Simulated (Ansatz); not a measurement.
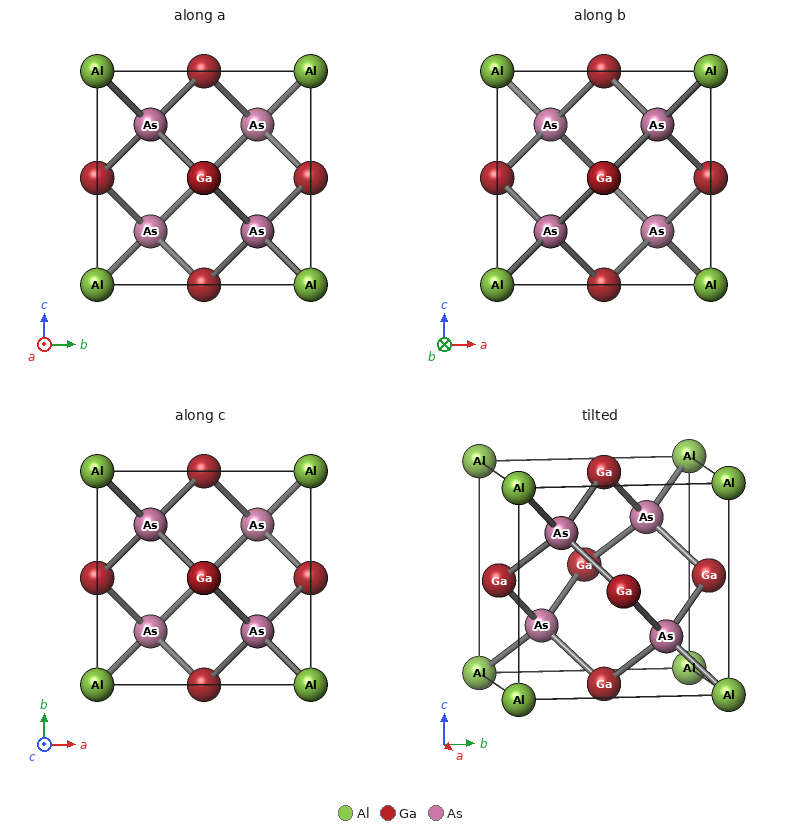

The image is a ball-and-stick drawing of a crystal, viewed along the a axis, along the b axis, along the c axis and slightly off an axis. Atoms at the boundary of the conventional unit cell (the box) are drawn once for each face, edge or corner they touch.

Lattice parameters: a = 5.664 Å, b = 5.664 Å, c = 5.664 Å, α = 90.00°, β = 90.00°, γ = 90.00°.

Set out the cell and atoms as a table of Wyckoff sites.

Answer. Space group P-43m (No. 215).
```tsv
atom	site	x	y	z
Al	1a	0.0000	0.0000	0.0000
Ga	3c	0.5000	0.5000	0.0000
As	4e	0.7500	0.7500	0.2500
```

The initial geometry was a structure type filled with these elements by a generator (whether the compound takes this form wasn't checked). Earlier steps of the study, as a rule a relaxation of our own, may have changed the cell and positions, so they can lie some per cent off the listed ones. It was run through Ansatz as a DFT input.
